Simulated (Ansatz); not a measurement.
Take BN (space group P6_3/mmc, No. 194; a = 2.500 Å, c = 6.412 Å; layered, stacked along the Cartesian z axis) as the base. Axes: x lies along a and z along c of the hexagonal cell.

Structures relaxed with Ansatz (a quantum-chemistry and plane-wave program), PBEsol-D3(BJ), PAW, cutoff 420 eV, scalar-relativistic without spin-orbit coupling.

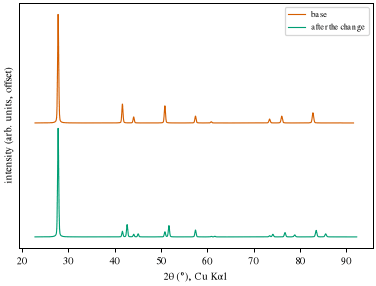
*Simulated powder patterns before (top) and after one change*

Q: Name the change that was made.
A) uniaxial strain ε_xx = −3.00 %
B) uniaxial strain ε_xx = −1.80 %
C) uniaxial strain ε_xx = −0.60 %
D) uniaxial strain ε_xx = −1.20 %

A: A, uniaxial strain ε_xx = −3.00 %. Its volume per atom is 8.42 Å³ against 8.68 Å³, and its space group is Cmcm (No. 63).

Whether these cells are dynamically stable was not tested.
